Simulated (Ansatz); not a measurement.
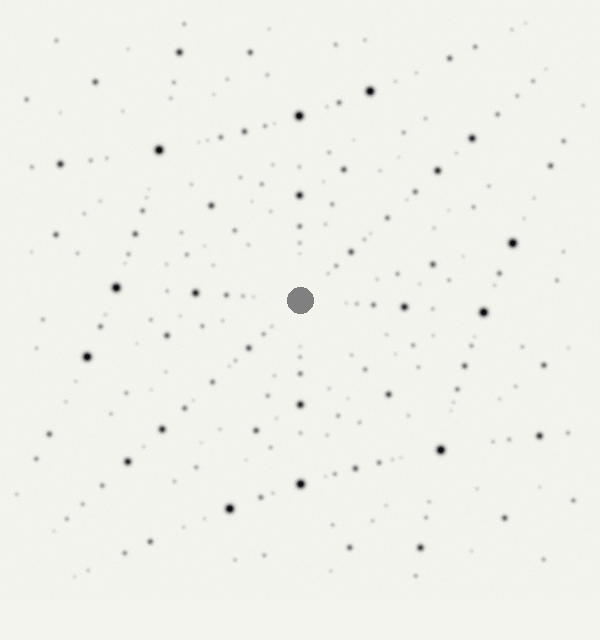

Simulated back-reflection Laue pattern (white X-rays, 0.45 to 2.2 Å, flat plate covering ±45° about the beam, kinematic intensities, seen from the source).

**Which symmetry elements lie along the beam?**

2mm: a twofold axis with two mirror lines.

The crystal is Ho, space group P6_3/mmc (No. 194), a = 3.43 Å, c = 5.54 Å (hexagonal axes). Structure: the input geometry of an electronic-structure calculation (not necessarily at equilibrium).

The direction [100] points towards the source.
